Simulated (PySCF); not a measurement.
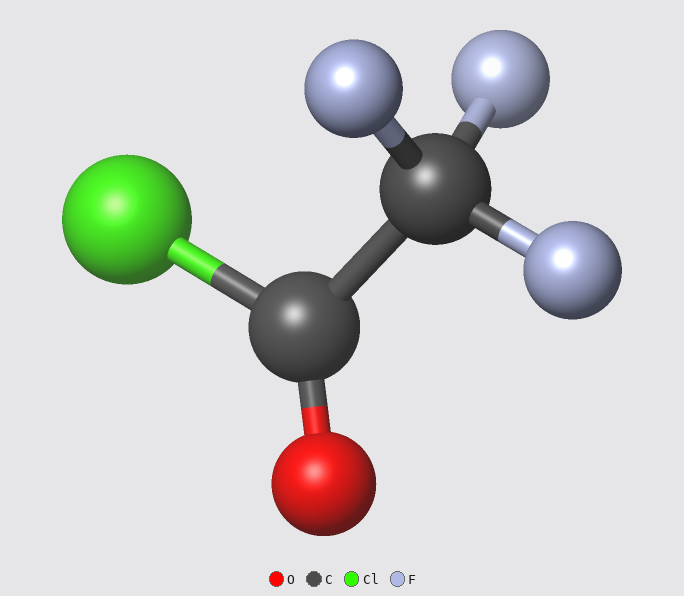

Rendered structure (ball-and-stick style). Every bond is drawn as one stick, whatever its order.

Computed geometry: GFN2-xTB optimisation. No frequency run is at hand to confirm it as a minimum.

**Count the atoms of each element.**

C₂ClF₃O, 7 atoms: 2 carbon, 1 chlorine, 3 fluorine and 1 oxygen.

**Describe its rings.**

It has no ring.

**Give the symmetry (Schoenflies symbol).**

Cs.

**What is its SMILES?**

O=C(Cl)C(F)(F)F

**How many bonds of each kind are drawn?**

3 C–F, 1 C–O, 1 C–Cl, 1 C–C.

The parts below concern this one geometry. Atoms keep their numbers from picture to picture.

**Geometry**

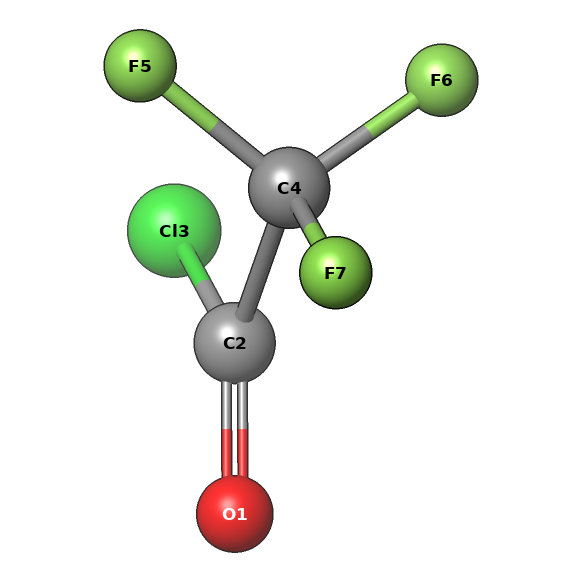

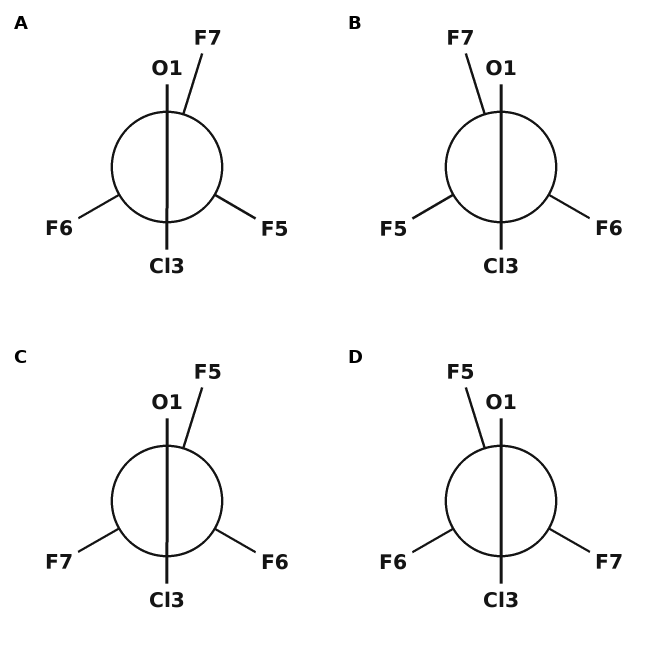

Atoms fade into the background with distance from the viewer. Bonds that would overlap in a projection are set slightly apart. No frequency run is at hand to confirm it as a minimum.

**Which Newman projection shows the view along C2–C4, with C2 in front?**

B. The torsion angle Cl3–C2–C4–F5 is 60°, synclinal (gauche).

**Dipole moment**

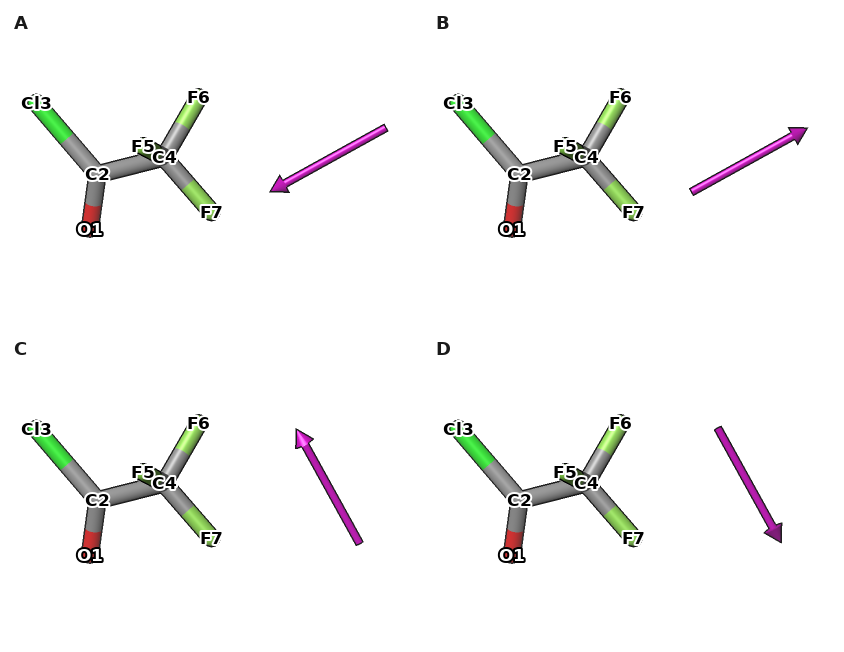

The same molecule four times, each with an arrow. No frequency run is at hand to confirm it as a minimum. Properties computed with CAM-B3LYP/def2-SVPD, gas phase (PySCF 2.14.0).

**Which arrow points along the dipole moment, from the negative to the positive end?**

C. The dipole moment is 1.05 D; it points from the side of F7 to the side of Cl3 (the outermost atoms at the two ends).

**Excitation**

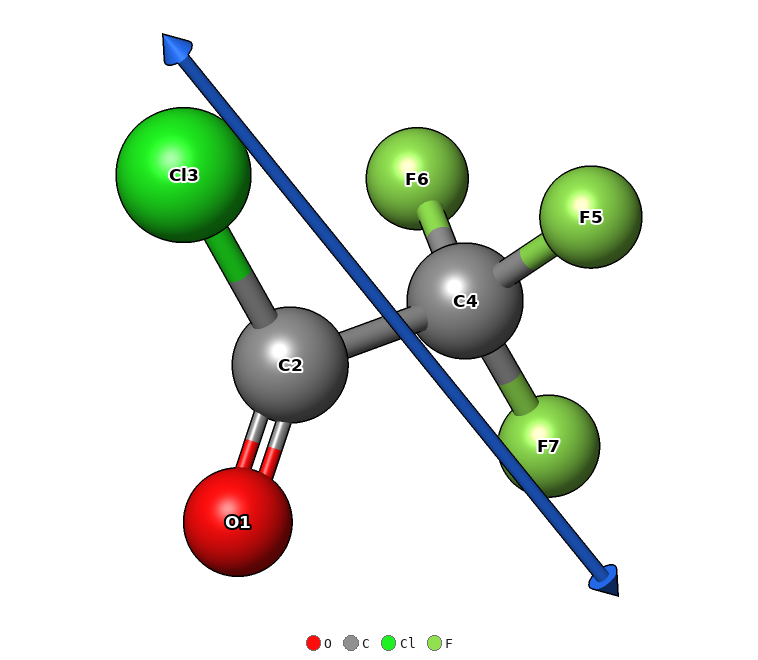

The double arrow shows the direction of the transition dipole to excited singlet state 6 (its length means nothing). No frequency run is at hand to confirm it as a minimum. Method: TDDFT CAM-B3LYP/def2-SVPD, vertical, gas phase, core orbitals frozen in the response (PySCF 2.14.0).

**How is the transition polarised?**

Nearly parallel to the C4–F7 bond.

**Where does the transition lie, and how strong is it?**

9.11 eV (136 nm), oscillator strength 0.33, mainly HOMO → LUMO+1 (weight 0.54); transition dipole 3.11 D.

**Core levels**

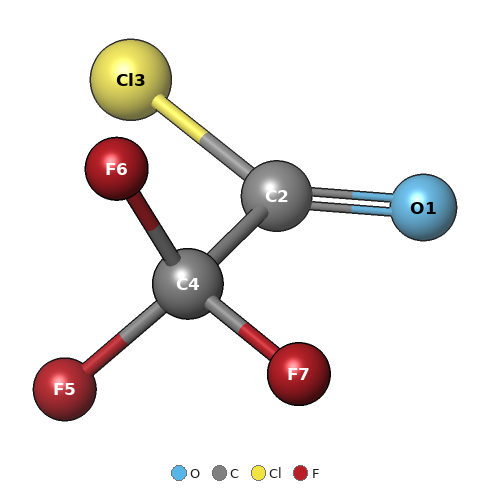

No frequency run is at hand to confirm it as a minimum. Properties computed with delta-SCF UKS SCAN, pcX-2 on the ionised atom, pcseg-1 elsewhere, spin-free X2C (PySCF 2.14.0).

Give the core-electron binding energies (to vacuum; p and d levels without spin–orbit splitting) of O1 1s, C2 1s, Cl3 1s, Cl3 2p, C4 1s, F5 1s.

| atom | level | binding energy (eV) |
| --- | --- | --- |
| O1 | 1s | 540.0 |
| C2 | 1s | 296.4 |
| Cl3 | 1s | 2830.2 |
| Cl3 | 2p | 208.2 |
| C4 | 1s | 299.4 |
| F5 | 1s | 694.9 |

**Polarisability**

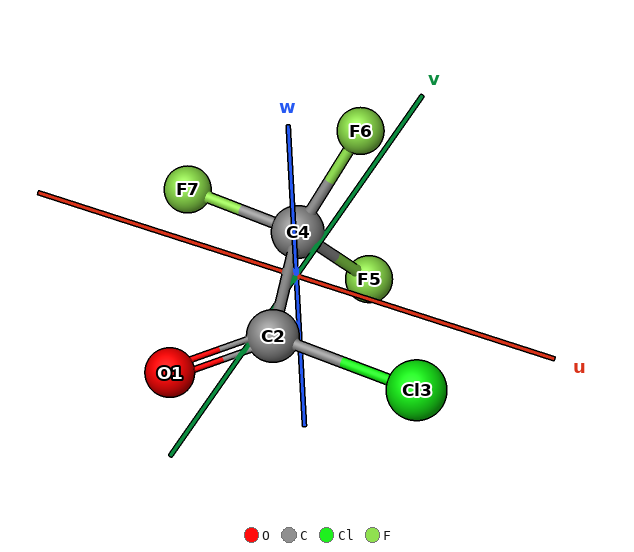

The lines u, v and w are the principal axes of the static dipole polarisability. No frequency run is at hand to confirm it as a minimum. Level of theory: CAM-B3LYP/def2-SVPD (PySCF 2.14.0).

**Along which axis is the molecule most polarisable, and along which least?**

Most along u (nearly parallel to the C2–Cl3 bond), least along w.

**Give the three principal values.**

u 53.7, v 43.8, w 35.1 bohr³; mean 44.2, anisotropy 16.1 bohr³.
